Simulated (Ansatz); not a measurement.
# AlH7N2O (built from SMILES [H][H].[NH2][Al]([NH2])[OH]): search for a transition state

Is there a first-order saddle for this four-centre ligand exchange, which should form Al1–H6, O2–H5 and break Al1–O2, H5–H6, and which two structures does it connect?

Computed with Ansatz 0.2.0, Gaussian basis. Level: PBE0-D4, def2-SVP first, then def2-TZVP.

152 further runs of the same task are left out: 152 set aside as unsound or not needed. Runs told in other sessions of the task aren't counted.

## 1. The starting structure

The guess: 11 atoms, charge 0, spin multiplicity 1.

Atoms are counted from 1 here; the program's logs count them from 0.

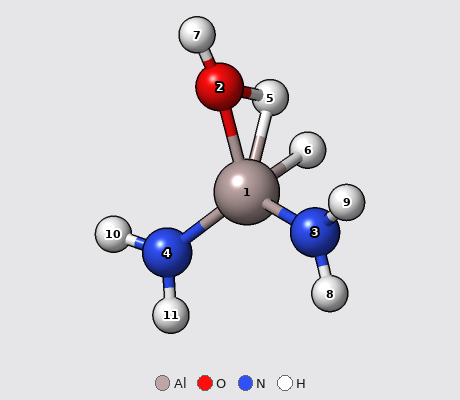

As it starts; aluminium light grey, oxygen red, nitrogen blue, hydrogen white; atoms are numbered from 1 in the order of the file.

Coordinates:

| atom | x (Å) | y (Å) | z (Å) |
| --- | --- | --- | --- |
| Al1 | -0.0543 | -0.0429 | -0.0210 |
| O2 | 0.2392 | 1.6606 | -0.3266 |
| N3 | 1.0124 | -1.1322 | -0.9495 |
| N4 | -0.6172 | -0.3911 | 1.6368 |
| H5 | -0.7902 | 1.2386 | -0.8540 |
| H6 | -1.4351 | 0.2640 | -0.9787 |
| H7 | 0.5797 | 2.5523 | -0.3721 |
| H8 | 1.0426 | -2.1277 | -0.7869 |
| H9 | 1.6494 | -0.9295 | -1.7069 |
| H10 | -0.9147 | 0.2391 | 2.3678 |
| H11 | -0.7118 | -1.3313 | 1.9911 |

Distances that are to change: Al1–H6 1.71 Å, O2–H5 1.23 Å, Al1–O2 1.76 Å, H5–H6 1.18 Å.

## 2. Constrained relaxation of the guess

File hold/in.yaml:

```yaml
crystal:
  periodic: [false, false, false]
  atoms:
    - {symbol: Al, position_ang: [-0.054300, -0.042900, -0.021000]}
    - {symbol: O, position_ang: [0.239200, 1.660600, -0.326600]}
    - {symbol: N, position_ang: [1.012400, -1.132200, -0.949500]}
    - {symbol: N, position_ang: [-0.617200, -0.391100, 1.636800]}
    - {symbol: H, position_ang: [-0.790200, 1.238600, -0.854000]}
    - {symbol: H, position_ang: [-1.435100, 0.264000, -0.978700]}
    - {symbol: H, position_ang: [0.579700, 2.552300, -0.372100]}
    - {symbol: H, position_ang: [1.042600, -2.127700, -0.786900]}
    - {symbol: H, position_ang: [1.649400, -0.929500, -1.706900]}
    - {symbol: H, position_ang: [-0.914700, 0.239100, 2.367800]}
    - {symbol: H, position_ang: [-0.711800, -1.331300, 1.991100]}
basis:
  gaussian: {orbitals: def2-SVP}
hamiltonian: {xc: pbe0, dispersion: d4}
relax: {f_tol: 0.04, max_steps: 150, escape_saddle: false, constraints: [{distance: [0, 5]}, {distance: [1, 4]}, {distance: [0, 1]}, {distance: [4, 5]}]}
```

Run with:

```sh
$ ansatz run in.yaml --threads 4 --pin off --events-out ev --progress --plain --max-ram 9574MiB
```

The log of the run, shortened:

```text
Functional definition: PBE0
  name "PBE0"
  cite "Adamo & Barone, J. Chem. Phys. 110, 6158 (1999) doi:10.1063/1.478522"
  cite "Perdew, Burke & Ernzerhof, Phys. Rev. Lett. 77, 3865 (1996) doi:10.1103/PhysRevLett.77.3865"
  parent pbe
[...]
1010 factors; integrals over basis functions are off by at most 3.0e-4 eV
[...]
mean field -11724.42652472 eV, -430.8647276818 hartree, gradient 1.1e-5 eV, S^2 0.000000; 0 other end points of the search recorded, 0 dependent functions left out
[...]
reference -11724.42655572 eV, -430.8647288211 hartree; 21, 21 occupied and 74, 74 virtual orbitals, 1010 factors
relax step   1: F+E_penalty+E_count = -11724.57539735 eV  Δ(F+E_penalty+E_count) = +0.000e0 eV  max|allowed force component| = 9.612e-1 eV/Å  Δτ_max = 0.0000 Å  (25 SCF iters, accepted)
[...]
relax step   5: F+E_penalty+E_count = -11724.78130156 eV  Δ(F+E_penalty+E_count) = -3.658e-3 eV  max|allowed force component| = 2.637e-1 eV/Å  Δτ_max = 0.0622 Å  (27 SCF iters, accepted)
[...]
relax step   6: F+E_penalty+E_count = -11724.78295236 eV  Δ(F+E_penalty+E_count) = -1.651e-3 eV  max|allowed force component| = 5.727e-3 eV/Å  Δτ_max = 0.0179 Å  (25 SCF iters, accepted)
  distance Al 0 - H 5 held at 1.708211 Å   reaction = -7.2761e-1 eV/Å
  distance O 1 - H 4 held at 1.231219 Å   reaction = +7.8317e-1 eV/Å
  distance Al 0 - O 1 held at 1.755405 Å   reaction = -1.5832e0 eV/Å
  distance H 4 - H 5 held at 1.175283 Å   reaction = +9.3542e-1 eV/Å
1010 factors; integrals over basis functions are off by at most 3.3e-4 eV
[...]
mean field -11724.63396352 eV, -430.8723509171 hartree, gradient 8.4e-5 eV, S^2 0.000000; 1 other end points of the search recorded, 0 dependent functions left out
[...]
reference -11724.63399406 eV, -430.8723520393 hartree; 21, 21 occupied and 74, 74 virtual orbitals, 1010 factors
Total energy: -11724.78298289 eV, -430.8778272780 hartree
Atom 0 at    -0.094478    -0.034645    -0.050557 Å, force     0.304715    -1.717923     0.686999 eV/Å
Atom 1 at     0.198179     1.669733    -0.352039 Å, force    -0.404349     1.377335    -0.647479 eV/Å
Atom 2 at     1.020378    -1.152797    -0.884971 Å, force     0.003287    -0.004925    -0.005727 eV/Å
Atom 3 at    -0.561857    -0.431273     1.626987 Å, force    -0.002391     0.000041     0.004868 eV/Å
Atom 4 at    -0.850778     1.414365    -0.943964 Å, force     0.203955    -0.647399     0.315452 eV/Å
Atom 5 at    -1.432508     0.396074    -1.021197 Å, force    -0.105820     0.994009    -0.354772 eV/Å
Atom 6 at     0.722275     2.467049    -0.246891 Å, force    -0.000213     0.002223    -0.001260 eV/Å
Atom 7 at     1.240087    -2.088813    -0.566113 Å, force    -0.000344     0.001340     0.002473 eV/Å
Atom 8 at     1.360485    -1.035632    -1.831814 Å, force    -0.000228    -0.002388     0.000223 eV/Å
Atom 9 at    -1.166464     0.134064     2.210674 Å, force     0.000706     0.000564     0.002085 eV/Å
Atom 10 at    -0.435317    -1.338225     2.059884 Å, force     0.000681    -0.002875    -0.002863 eV/Å
Dipole moment:     0.112979     0.397431    -0.040645 e Å
```

It took 24 s on 4 threads of Intel Xeon at 2.50GHz, shared host.

Along the way:

| step | energy from step 1 (eV) | largest force component (eV/Å) |
| --- | --- | --- |
| 1 | 0.0000 | 0.9612 |
| 2 | -0.1263 | 0.2948 |
| 3 | -0.1681 | 0.3219 |
| 4 | -0.2022 | 0.3854 |
| 5 | -0.2059 | 0.2637 |
| 6 | -0.2076 | 0.0057 |

Distances of close pairs at the start and the end, largest changes first:

| bond | before (Å) | after (Å) | change (Å) |
| --- | --- | --- | --- |
| Al1–H5 | 1.696 | 1.863 | +0.166 |
| O2–H7 | 0.956 | 0.960 | +0.004 |
| N3–H8 | 1.009 | 1.013 | +0.004 |
| N4–H11 | 1.009 | 1.013 | +0.004 |
| N4–H10 | 1.010 | 1.013 | +0.003 |
| N3–H9 | 1.010 | 1.013 | +0.003 |
| Al1–N4 | 1.785 | 1.786 | +0.001 |
| Al1–N3 | 1.785 | 1.786 | +0.001 |

## 3. Force constants to start from

File hessian/in.yaml:

```yaml
crystal:
  periodic: [false, false, false]
  atoms:
    - {symbol: Al, position_ang: [-0.094478, -0.034645, -0.050557]}
    - {symbol: O, position_ang: [0.198179, 1.669733, -0.352039]}
    - {symbol: N, position_ang: [1.020378, -1.152797, -0.884971]}
    - {symbol: N, position_ang: [-0.561857, -0.431273, 1.626987]}
    - {symbol: H, position_ang: [-0.850778, 1.414365, -0.943964]}
    - {symbol: H, position_ang: [-1.432508, 0.396074, -1.021197]}
    - {symbol: H, position_ang: [0.722275, 2.467049, -0.246891]}
    - {symbol: H, position_ang: [1.240087, -2.088813, -0.566113]}
    - {symbol: H, position_ang: [1.360485, -1.035632, -1.831814]}
    - {symbol: H, position_ang: [-1.166464, 0.134064, 2.210674]}
    - {symbol: H, position_ang: [-0.435317, -1.338225, 2.059884]}
basis:
  gaussian: {orbitals: def2-SVP}
hamiltonian: {xc: pbe0, dispersion: d4}
phonons: {}
scf: {lower_state_search: off}
```

Run with:

```sh
$ ansatz run in.yaml --threads 4 --pin off --events-out ev --progress --plain --max-ram 9574MiB
```

The log of the run, shortened:

```text
[... 5 set-up lines as earlier in the session ...]
[...]
1009 factors; integrals over basis functions are off by at most 3.8e-4 eV
[...]
mean field -11724.63394870 eV, -430.8723503725 hartree, gradient 2.5e-6 eV, S^2 0.000000; 0 other end points of the search recorded, 0 dependent functions left out
[...]
reference -11724.63397926 eV, -430.8723514956 hartree; 21, 21 occupied and 74, 74 virtual orbitals, 1009 factors
[... from here to the last solve, the lines of the solves are left out (65 solves) ...]
1009 factors; integrals over basis functions are off by at most 3.8e-4 eV
mean field -11724.63391079 eV, -430.8723489791 hartree, gradient 9.6e-7 eV, S^2 0.000000; 0 other end points of the search recorded, 0 dependent functions left out
[...]
WARN: phonons: modes at or below zero, which the zero-point energy, F, S and C_V leave out: 3, the lowest at -1429.88 cm⁻¹. A minimum has none, and a first-order saddle one
[...]
Atom 4 at    -0.850778     1.414365    -0.943964 Å, force     0.203766    -0.647041     0.315247 eV/Å
Atom 5 at    -1.432508     0.396074    -1.021197 Å, force    -0.105634     0.994133    -0.354679 eV/Å
Atom 6 at     0.722275     2.467049    -0.246891 Å, force    -0.000263     0.002225    -0.001292 eV/Å
Atom 7 at     1.240087    -2.088813    -0.566113 Å, force    -0.000309     0.001350     0.002480 eV/Å
Atom 8 at     1.360485    -1.035632    -1.831814 Å, force    -0.000213    -0.002388     0.000225 eV/Å
Atom 9 at    -1.166464     0.134064     2.210674 Å, force     0.000715     0.000573     0.002092 eV/Å
Atom 10 at    -0.435317    -1.338225     2.059884 Å, force     0.000709    -0.002856    -0.002847 eV/Å
Dipole moment:     0.112980     0.397433    -0.040644 e Å
Vibrations: -1429.88 -251.25 -184.72 194.38 199.08 265.58 267.34 310.22 320.36 406.12 596.57 644.73 670.77 690.95 856.91 861.84 1130.95 1267.40 1528.84 1538.44 1616.72 2004.75 3624.85 3625.85 3713.88 3714.36 3942.85 cm⁻¹, zero-point energy 2.107343 eV
Checks for a lower state left out: stability, starts, cluster_reference, orbital_swaps, neighbouring_geometries, increment
```

It took 2 min on 4 threads of Intel Xeon at 2.50GHz, shared host.

The structure is not stationary yet, so these wavenumbers are no spectrum; the search needs only the force constants.

## 4. Saddle search in the small basis

A small driver takes partitioned rational-function steps: uphill along one mode, downhill along the rest. It calls the program once a step for energy and forces and updates the Hessian by Bofill's formula. It stops when the largest force is under 0.04 eV/Å and the followed curvature is negative. The first step's input:

File presaddle/in.yaml:

```yaml
crystal:
  periodic: [false, false, false]
  atoms:
    - {symbol: Al, position_ang: [-0.094478, -0.034645, -0.050557]}
    - {symbol: O, position_ang: [0.198179, 1.669733, -0.352039]}
    - {symbol: N, position_ang: [1.020378, -1.152797, -0.884971]}
    - {symbol: N, position_ang: [-0.561857, -0.431273, 1.626987]}
    - {symbol: H, position_ang: [-0.850778, 1.414365, -0.943964]}
    - {symbol: H, position_ang: [-1.432508, 0.396074, -1.021197]}
    - {symbol: H, position_ang: [0.722275, 2.467049, -0.246891]}
    - {symbol: H, position_ang: [1.240087, -2.088813, -0.566113]}
    - {symbol: H, position_ang: [1.360485, -1.035632, -1.831814]}
    - {symbol: H, position_ang: [-1.166464, 0.134064, 2.210674]}
    - {symbol: H, position_ang: [-0.435317, -1.338225, 2.059884]}
basis:
  gaussian: {orbitals: def2-SVP}
hamiltonian: {xc: pbe0, dispersion: d4}
output: {forces: true}
scf: {lower_state_search: off}
```

Run with:

```sh
$ ansatz run in.yaml --threads 4 --pin off --events-out ev --progress --plain --max-ram 9574MiB
```

The driver's record:

| step | energy (eV) | largest force (eV/Å) | followed curvature (eV/Å²) |
| --- | --- | --- | --- |
| 1 | -11724.78297 | 1.7183 | -10.94 |
| 2 | -11724.93651 | 0.3359 | -10.81 |
| 3 | -11724.94014 | 0.2139 | -10.92 |
| 4 | -11724.94356 | 0.0665 | -10.90 |
| 5 | -11724.94395 | 0.2951 | -10.90 |
| 6 | -11724.94720 | 0.5752 | -10.91 |
| 7 | -11724.95586 | 0.6002 | -10.93 |
| 8 | -11724.93121 | 1.3758 | -10.93 |
| 9 | -11724.96849 | 0.8076 | -10.93 |
| 10 | -11724.97717 | 0.4673 | -10.93 |
| 11 | -11724.98583 | 0.4159 | -10.93 |
| 14 | -11725.00797 | 0.4670 | -10.96 |
| 17 | -11725.03135 | 0.4101 | -10.96 |
| 20 | -11725.04493 | 0.6192 | -10.96 |
| 23 | -11725.05459 | 0.4115 | -11.04 |
| 26 | -11725.06611 | 0.1763 | -11.05 |
| 29 | -11725.06646 | 0.2777 | -11.07 |
| 32 | -11725.06876 | 0.2276 | -11.06 |
| 33 | -11725.06932 | 0.0890 | -11.08 |
| 34 | -11725.06994 | 0.0826 | -11.11 |
| 35 | -11725.07041 | 0.0659 | -11.11 |
| 36 | -11725.07058 | 0.0601 | -11.15 |
| 37 | -11725.07072 | 0.0505 | -11.18 |
| 38 | -11725.07085 | 0.0437 | -11.32 |
| 39 | -11725.07108 | 0.0501 | -11.32 |
| 40 | -11725.07128 | 0.0384 | -11.26 |

The 40 steps took 68 s in all (4 threads of Intel Xeon at 2.50GHz, shared host).

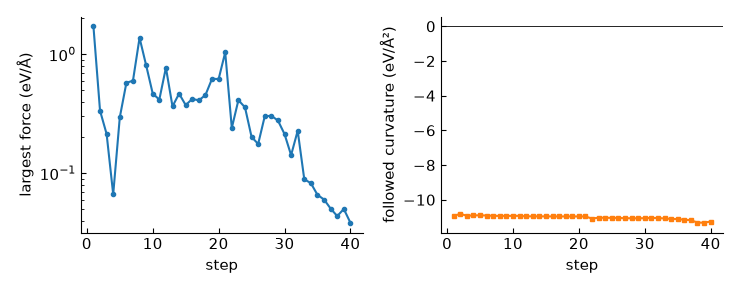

Largest force and followed curvature during the search.

## 5. Saddle search in triple zeta

The search itself is an outer loop (partitioned rational-function steps, Bofill update of the Hessian). Each step is one single-point run with forces. It stops when the largest force is under 0.01 eV/Å and the followed curvature is negative. The first step's input:

File saddle/in.yaml:

```yaml
crystal:
  periodic: [false, false, false]
  atoms:
    - {symbol: Al, position_ang: [-0.106713, -0.076203, 0.029839]}
    - {symbol: O, position_ang: [0.053861, 1.788631, -0.095221]}
    - {symbol: N, position_ang: [1.035883, -1.061650, -0.914718]}
    - {symbol: N, position_ang: [-0.636663, -0.500664, 1.669395]}
    - {symbol: H, position_ang: [-0.770602, 1.346660, -0.886923]}
    - {symbol: H, position_ang: [-1.309127, 0.474124, -1.185419]}
    - {symbol: H, position_ang: [0.829719, 2.175358, -0.521230]}
    - {symbol: H, position_ang: [1.752833, -1.660890, -0.524924]}
    - {symbol: H, position_ang: [0.954628, -1.225423, -1.910773]}
    - {symbol: H, position_ang: [-0.953780, 0.177838, 2.351712]}
    - {symbol: H, position_ang: [-0.850039, -1.437880, 1.988263]}
basis:
  gaussian: {orbitals: def2-TZVP}
hamiltonian: {xc: pbe0, dispersion: d4}
output: {forces: true}
scf: {lower_state_search: off}
```

Run with:

```sh
$ ansatz run in.yaml --threads 4 --pin off --events-out ev --progress --plain --max-ram 9574MiB
```

The driver's record:

| step | energy (eV) | largest force (eV/Å) | followed curvature (eV/Å²) |
| --- | --- | --- | --- |
| 1 | -11733.69784 | 0.2781 | -11.26 |
| 2 | -11733.70516 | 0.0597 | -11.09 |
| 3 | -11733.70674 | 0.1148 | -11.14 |
| 4 | -11733.70737 | 0.0770 | -10.85 |
| 5 | -11733.70787 | 0.0944 | -10.86 |
| 6 | -11733.70841 | 0.0755 | -10.94 |
| 7 | -11733.70881 | 0.0908 | -10.93 |
| 8 | -11733.70922 | 0.0644 | -10.93 |
| 9 | -11733.70948 | 0.0732 | -10.93 |
| 10 | -11733.70972 | 0.0859 | -10.93 |
| 11 | -11733.71001 | 0.0629 | -10.90 |
| 12 | -11733.71020 | 0.0561 | -10.89 |
| 13 | -11733.71041 | 0.0506 | -10.89 |
| 14 | -11733.71053 | 0.0490 | -10.91 |
| 15 | -11733.71065 | 0.0373 | -10.90 |
| 16 | -11733.71073 | 0.0378 | -10.90 |
| 17 | -11733.71078 | 0.0261 | -10.90 |
| 18 | -11733.71081 | 0.0453 | -10.90 |
| 19 | -11733.71086 | 0.0266 | -10.91 |
| 20 | -11733.71089 | 0.0366 | -10.91 |
| 21 | -11733.71093 | 0.0216 | -10.90 |
| 22 | -11733.71091 | 0.0393 | -10.90 |
| 23 | -11733.71098 | 0.0213 | -10.92 |
| 24 | -11733.71100 | 0.0206 | -10.91 |
| 25 | -11733.71102 | 0.0171 | -10.92 |
| 26 | -11733.71104 | 0.0168 | -10.91 |
| 27 | -11733.71105 | 0.0139 | -10.91 |
| 28 | -11733.71107 | 0.0129 | -10.91 |
| 29 | -11733.71108 | 0.0103 | -10.90 |
| 30 | -11733.71108 | 0.0092 | -10.90 |

The 30 steps took 2 min in all (4 threads of Intel Xeon at 2.50GHz, shared host).

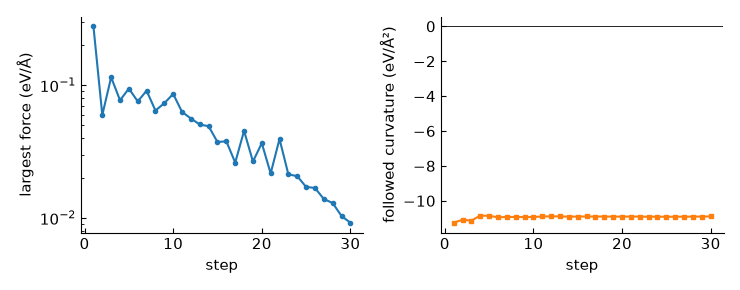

Largest force and followed curvature during the search.

Geometry at the end of the search:

```xyz
11

Al   -0.1292   -0.0630    0.0147
O     0.0599    1.7901   -0.1156
N     1.0299   -1.0522   -0.8961
N    -0.6227   -0.5030    1.6558
H    -0.7767    1.3743   -0.8757
H    -1.3481    0.4951   -1.1589
H     0.8422    2.1310   -0.5607
H     1.6701   -1.7052   -0.4758
H     1.0228   -1.1710   -1.8952
H    -0.9912    0.1496    2.3275
H    -0.7568   -1.4458    1.9800
```

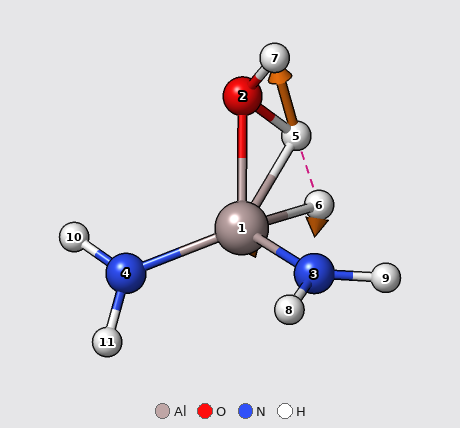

The point found; arrows show the followed mode. Pairs that react are joined by broken lines, hidden where the pair is close enough to be drawn as a bond.

## 6. Vibrations at the point found

File vib/in.yaml:

```yaml
crystal:
  periodic: [false, false, false]
  atoms:
    - {symbol: Al, position_ang: [-0.129236, -0.063016, 0.014669]}
    - {symbol: O, position_ang: [0.059897, 1.790124, -0.115586]}
    - {symbol: N, position_ang: [1.029852, -1.052195, -0.896129]}
    - {symbol: N, position_ang: [-0.622693, -0.502954, 1.655792]}
    - {symbol: H, position_ang: [-0.776684, 1.374254, -0.875659]}
    - {symbol: H, position_ang: [-1.348128, 0.495079, -1.158867]}
    - {symbol: H, position_ang: [0.842203, 2.130956, -0.560694]}
    - {symbol: H, position_ang: [1.670088, -1.705204, -0.475812]}
    - {symbol: H, position_ang: [1.022792, -1.171026, -1.895216]}
    - {symbol: H, position_ang: [-0.991244, 0.149648, 2.327466]}
    - {symbol: H, position_ang: [-0.756849, -1.445766, 1.980037]}
basis:
  gaussian: {orbitals: def2-TZVP}
hamiltonian: {xc: pbe0, dispersion: d4}
phonons: {temperatures: {t_min: 298.15, t_max: 900, t_step: 200}}
```

Run with:

```sh
$ ansatz run in.yaml --threads 4 --pin off --events-out ev --progress --plain --max-ram 9574MiB
```

The log of the run, shortened:

```text
[... 5 set-up lines as earlier in the session ...]
[...]
1048 factors; their error is unknown
[...]
mean field -11733.56203539 eV, -431.2004515067 hartree, gradient 6.4e-5 eV, S^2 0.000000; 0 other end points of the search recorded, 0 dependent functions left out
[...]
reference -11733.56206876 eV, -431.2004527330 hartree; 21, 21 occupied and 151, 151 virtual orbitals, 1048 factors
[... from here to the last solve, the lines of the solves are left out (65 solves) ...]
1048 factors; their error is unknown
mean field -11733.56200062 eV, -431.2004502289 hartree, gradient 2.0e-6 eV, S^2 0.000000; 0 other end points of the search recorded, 0 dependent functions left out
[...]
WARN: phonons: modes at or below zero, which the zero-point energy, F, S and C_V leave out: 1, the lowest at -1149.05 cm⁻¹. A minimum has none, and a first-order saddle one
[...]
Atom 3 at    -0.622693    -0.502954     1.655792 Å, force     0.000618     0.000976     0.000110 eV/Å
Atom 4 at    -0.776684     1.374254    -0.875659 Å, force    -0.000554     0.001334     0.000429 eV/Å
Atom 5 at    -1.348128     0.495079    -1.158867 Å, force    -0.000816    -0.001502     0.000089 eV/Å
Atom 6 at     0.842203     2.130956    -0.560694 Å, force    -0.007434    -0.006622     0.003180 eV/Å
Atom 7 at     1.670088    -1.705204    -0.475812 Å, force    -0.000343    -0.004222     0.001299 eV/Å
Atom 8 at     1.022792    -1.171026    -1.895216 Å, force     0.000994     0.000660    -0.001936 eV/Å
Atom 9 at    -0.991244     0.149648     2.327466 Å, force    -0.000446     0.000142    -0.001042 eV/Å
Atom 10 at    -0.756849    -1.445766     1.980037 Å, force     0.000811    -0.000519     0.000032 eV/Å
Dipole moment:     0.214238     0.052978    -0.131411 e Å
Vibrations: -1149.05 159.59 184.55 250.20 294.39 303.32 324.62 335.58 357.93 564.04 588.54 671.89 683.37 724.72 773.36 881.80 1020.42 1418.87 1564.91 1569.06 1665.79 1931.69 3616.34 3618.73 3705.51 3708.11 3866.62 cm⁻¹, zero-point energy 2.156331 eV
```

Run time: 3.9 min. Hardware: 4 threads of Intel Xeon at 2.50GHz, shared host.

The modes, with what each moves most:

| mode | wavenumber (cm⁻¹) | character |
| --- | --- | --- |
| 1 | 1149i | changes O2–H5, H5–H6 |
| 2 | 160 | bend |
| 3 | 185 | bend |
| 4 | 250 | torsion |
| 5 | 294 | torsion |
| 6 | 303 | torsion |
| 7 | 325 | torsion |
| 8 | 336 | torsion |
| 9 | 358 | bend |
| 10 | 564 | bend |
| 11 | 589 | bend with Al–O stretch |
| 12 | 672 | bend with Al–N stretch |
| 13 | 683 | bend |
| 14 | 725 | bend |
| 15 | 773 | Al–N stretch with bend |
| 16 | 882 | Al–N stretch |
| 17 | 1020 | Al–H stretch with bend |
| 18 | 1419 | bend |
| 19 | 1565 | bend |
| 20 | 1569 | bend |
| 21 | 1666 | bend with Al–H stretch |
| 22 | 1932 | Al–H stretch with bend |
| 23 | 3616 | N–H stretch |
| 24 | 3619 | N–H stretch |
| 25 | 3706 | N–H stretch |
| 26 | 3708 | N–H stretch |
| 27 | 3867 | O–H stretch |

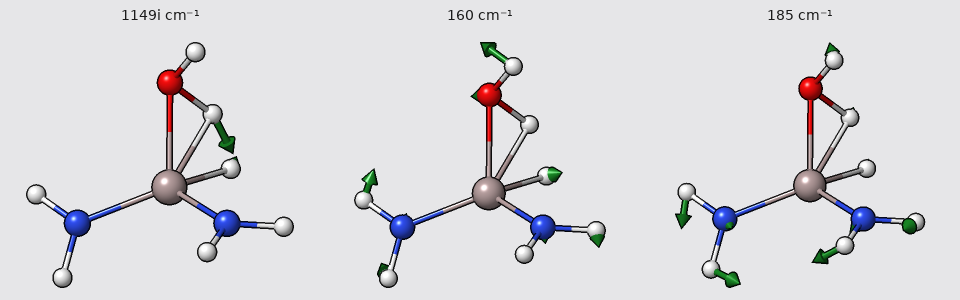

How the atoms move in 3 of the modes.

Vibrational sums (real modes only):

| T (K) | entropy (J/mol/K) | heat capacity (J/mol/K) |
| --- | --- | --- |
| 298 | 64.9 | 84.5 |
| 498 | 116.9 | 117.9 |
| 698 | 160.1 | 138.3 |
| 898 | 196.8 | 152.7 |

[end of part 1 of 2]
